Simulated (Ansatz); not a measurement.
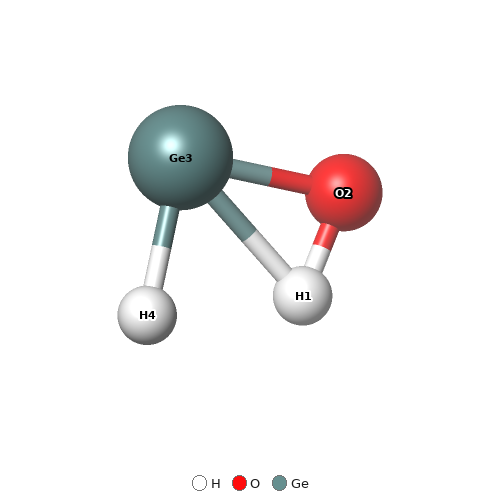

The system is the reacting system GeH2O (one molecule; an intramolecular 1,2-shift); the picture shows the reference structure. Coordinates scanned: (1) distance H1–Ge3 (bond that forms); (2) distance H1–O2 (bond that breaks). Relaxed at each point: all other coordinates. The scan uses a 13 × 13 grid. Points are written as (first, second). Energies: kJ/mol, counted from the lowest grid point. Energies and slopes of some neighbouring points disagree (a jump in structure or state, or too coarse a mesh). The reference is spin-restricted, so regions where a bond is pulled apart into radicals lie too high. Method: RKS CAM-B3LYP-D4/def2-SVP in Ansatz 0.2.0.

Its coordinates:

```
atom    x (Å)    y (Å)    z (Å)
   H  -0.2180  -0.6276  -0.5088
   O   0.8715  -0.7779  -0.1999
  Ge   0.4385   0.7168   0.6525
   H  -1.0918   0.6886   0.0562
```

Range: distance H1–Ge3 (bond that forms) from 1.359 to 2.859 Å; distance H1–O2 (bond that breaks) from 0.873 to 2.073 Å.

Question: Predict the map.

Answer: The lowest grid point is at (2.406 Å, 1.001 Å). The energy also falls towards the edge at (2.859 Å, 2.073 Å) (68 kJ/mol above the lowest), where a further well may lie outside the range. The highest grid point, (1.359 Å, 1.378 Å), lies 351 kJ/mol above the lowest.

| second ↓, first → | 1.359 | 1.426 | 1.519 | 1.624 | 1.739 | 1.861 | 1.990 | 2.124 | 2.263 | 2.406 | 2.553 | 2.704 | 2.859 |
| --- | --- | --- | --- | --- | --- | --- | --- | --- | --- | --- | --- | --- | --- |
| 2.073 | 332 | 280 | 225 | 182 | 149 | 125 | 108 | 96 | 87 | 81 | 76 | 71 | 68 |
| 1.949 | 335 | 283 | 228 | 185 | 153 | 130 | 113 | 102 | 93 | 86 | 80 | 75 | 71 |
| 1.828 | 338 | 286 | 232 | 190 | 159 | 137 | 122 | 110 | 101 | 93 | 86 | 80 | 76 |
| 1.711 | 342 | 290 | 238 | 198 | 169 | 148 | 133 | 122 | 111 | 102 | 95 | 88 | 83 |
| 1.596 | 346 | 296 | 246 | 208 | 181 | 163 | 150 | 137 | 126 | 116 | 107 | 99 | 94 |
| 1.485 | 350 | 301 | 253 | 219 | 197 | 182 | 170 | 158 | 145 | 133 | 123 | 115 | 111 |
| 1.378 | 351 | 303 | 256 | 225 | 208 | 203 | 220 | 216 | 206 | 196 | 188 | 185 | 191 |
| 1.275 | 344 | 295 | 247 | 213 | 192 | 178 | 165 | 152 | 140 | 130 | 125 | 127 | 139 |
| 1.177 | 329 | 277 | 224 | 183 | 152 | 128 | 109 | 92 | 79 | 71 | 69 | 76 | 95 |
| 1.085 | 311 | 256 | 198 | 151 | 114 | 85 | 62 | 44 | 31 | 25 | 27 | 40 | 66 |
| 1.001 | 302 | 245 | 183 | 132 | 91 | 58 | 33 | 15 | 3 | 0 | 6 | 25 | 59 |
| 0.927 | 313 | 254 | 189 | 135 | 90 | 56 | 30 | 12 | 3 | 2 | 12 | 37 | 80 |
| 0.873 | 341 | 280 | 213 | 157 | 111 | 76 | 49 | 32 | 24 | 26 | 40 | 70 | 120 |

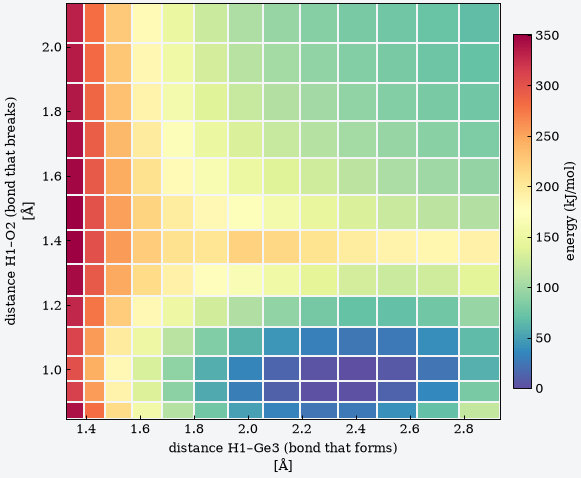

In the figure: one coloured cell a grid point.

Each point was launched as `ansatz run input.yaml --threads 1 --pin off --max-ram 2560MiB --backend cpu --events-out ev --progress --plain --runs-dir out`. The whole map (169 points run) took 11 min on 1 thread of Arm Neoverse V2 (shared host).
